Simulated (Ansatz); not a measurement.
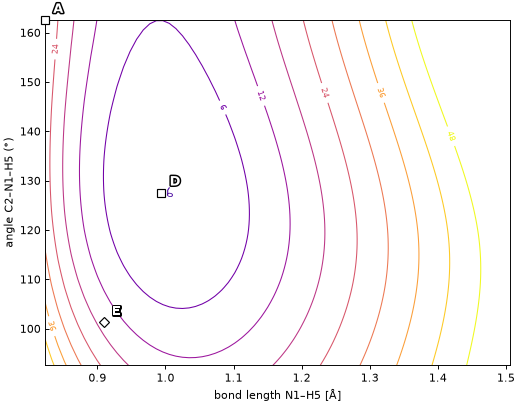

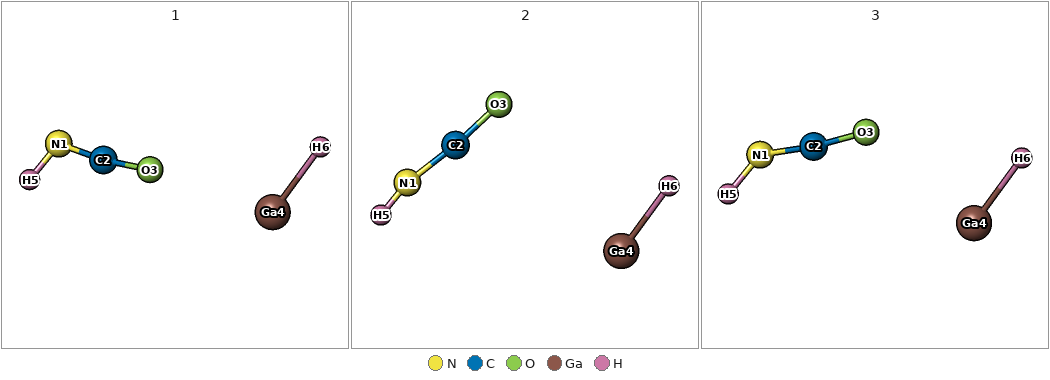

CH2GaNO. 
- First axis: bond length N1–H5. Second axis: angle C2–N1–H5.
- Nothing is relaxed (all other coordinates rigid).
- Grid: 9 × 9 points.
- Energies: kcal/mol, counted from the relaxed molecule at the same level.
- The reference is spin-restricted, which grows unreliable where a bond is stretched far.
- The calculation used RKS PBE0-D4/def2-TZVP in Ansatz.

Drawn: contour lines labelled in kcal/mol (none above 48), lettered points. Between grid points the surface is interpolated. The numbered pictures are the structures at these points, in random order.

### Which structure belongs to which point?

A is structure 2: bond length N1–H5 = 0.823 Å, angle C2–N1–H5 = 162.6°, 30.4 kcal/mol; D is structure 3: bond length N1–H5 = 0.994 Å, angle C2–N1–H5 = 127.6°, 0.05 kcal/mol; E is structure 1: bond length N1–H5 = 0.909 Å, angle C2–N1–H5 = 101.3°, 16.2 kcal/mol.
